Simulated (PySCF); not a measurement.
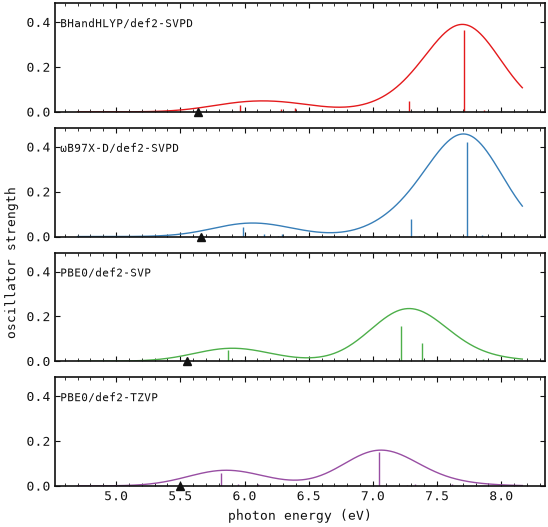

Vertical TDDFT spectra of C₃H₅BrGe, SMILES CC#[C][GeH2][Br], singlet at one geometry and several levels (PySCF, at a PBE0-D3(BJ)/def2-SVP geometry (no frequency check)); sticks with Gaussians of 1/e half-width 0.40 eV, the triangle marks S1, which has the same leading orbital pair at all these levels. Only the lowest states were computed, so the high end is incomplete.

**Order the levels by their S1 energy.**

From lowest to highest: PBE0/def2-TZVP 5.50 eV, PBE0/def2-SVP 5.55 eV, BHandHLYP/def2-SVPD 5.64 eV, ωB97X-D/def2-SVPD 5.66 eV; a spread of 0.16 eV.

Limits of at least one run: core orbitals are frozen in the response; def2-SVP has no diffuse functions, so states with Rydberg character are missing or too high; def2-TZVP has no diffuse functions, so states with Rydberg character are missing or too high; spin-orbit coupling is left out, and with Br it can shift these levels and split any degenerate set; states above the negative HOMO energy depend on the basis.
